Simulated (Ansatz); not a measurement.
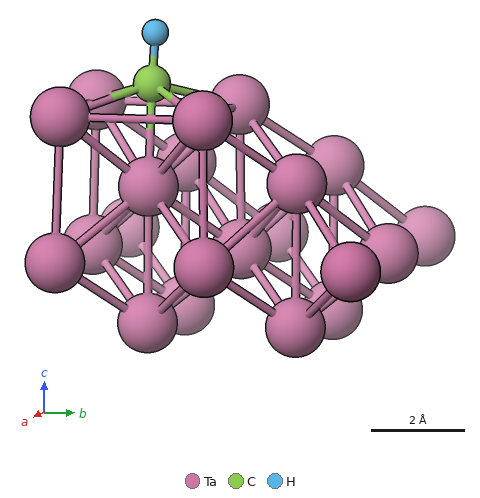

Starting frame of a dynamics run of CH on Ta(100) (18 atoms in the cell). The picture is a ball-and-stick view of the simulation cell, with the vacuum cut short, seen slightly off an axis. Bonds to atoms that aren't drawn are left out.

The calculation used DFT PBEsol, scalar-relativistic, plane waves, PAW (Ansatz).

Input
```yaml
accuracy: low
crystal:
  lattice:
    - [6.62, 0.0, 0.0]
    - [0.0, 6.62, 0.0]
    - [0.0, 0.0, 17.965]
  atoms:
    - { symbol: Ta, position: [0.25, 0.25, 0.0556638] }
    - { symbol: Ta, position: [0.75, 0.25, 0.0556638] }
    - { symbol: Ta, position: [0.25, 0.75, 0.0556638] }
    - { symbol: Ta, position: [0.75, 0.75, 0.0556638] }
    - { symbol: Ta, position: [-0.00327538, -0.0010713, 0.13674732] }
    - { symbol: Ta, position: [0.49304669, -0.00073664, 0.13724639] }
    - { symbol: Ta, position: [-0.00329065, 0.50253187, 0.13652964] }
    - { symbol: Ta, position: [0.49288712, 0.50266488, 0.13742096] }
    - { symbol: Ta, position: [0.23774069, 0.25185214, 0.2295974] }
    - { symbol: Ta, position: [0.74295275, 0.25133627, 0.22156367] }
    - { symbol: Ta, position: [0.23758908, 0.7518001, 0.23049416] }
    - { symbol: Ta, position: [0.7391804, 0.7519125, 0.22996609] }
    - { symbol: Ta, position: [-0.02689514, 0.01094894, 0.31367461] }
    - { symbol: Ta, position: [0.49002937, 0.01238899, 0.31329355] }
    - { symbol: Ta, position: [-0.0315679, 0.49112717, 0.31389001] }
    - { symbol: Ta, position: [0.48839426, 0.49509019, 0.3128091] }
    - { symbol: C, position: [0.71666302, 0.25664664, 0.34553982] }
    - { symbol: H, position: [0.72182448, 0.26934078, 0.40804428] }
basis:
  ecutwfc: 420.0
kpoints:
  mp_grid: { grid: [3, 3, 1] }
hamiltonian:
  xc: pbesol
scf:
  occupations: { method: fermi_dirac, width: 0.05 }
  lower_state_search: "off"
md:
  timestep: 0.5
  n_steps: 160
  ensemble: nvt_langevin
  temperature: 900.0
  initial_velocities: maxwell_boltzmann
  seed: 890735
  friction: 0.05
  constraints: [{ sites: [0, 1, 2, 3] }]
```

Command:
```bash
ansatz run input.yaml --threads 4 --pin off --max-ram 10240MiB --backend cpu --events-out ev --progress --plain --runs-dir out
```

Predict how the run goes.

Answer. Over the second half the temperature averages 575 K (spread ±163 K). That is still far from the set 900 K: the thermostat hasn't settled it within this run. The temperature is still falling (1067 K in the second quarter, 469 K in the last), so the run isn't equilibrated. The potential energy is still drifting at the end, so the run hasn't reached equilibrium. The potential energy in the second half lies on average 68.0 meV per atom above the first frame. Root-mean-square distances from the starting positions over the second half, with the common drift of all atoms taken out: H 0.62 Å, C 0.38 Å, Ta 0.14 Å. The run lasts only 80 fs, too short to tell vibration from diffusion.

Along the run (each row but the first and the last is the mean over the interval that it begins):

```
time (fs)  potential energy (meV/atom)  T (K)
      0.0                          0.0    900
     10.0                         14.6    904
     20.0                         28.9   1105
     30.0                         44.0   1029
     40.0                         57.3    817
     50.0                         62.6    551
     60.0                         72.2    515
     70.0                         79.2    418
     80.0                         78.5    594
```

The paths of the atoms:

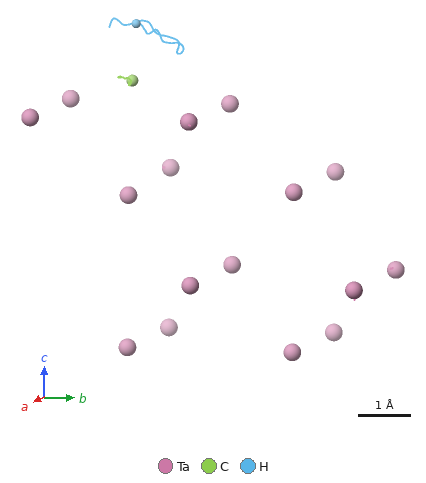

Limits of the set-up: the program's low-accuracy preset was used; the periodic images lie only 6.6 Å apart, so the values are limited by the cell's size.
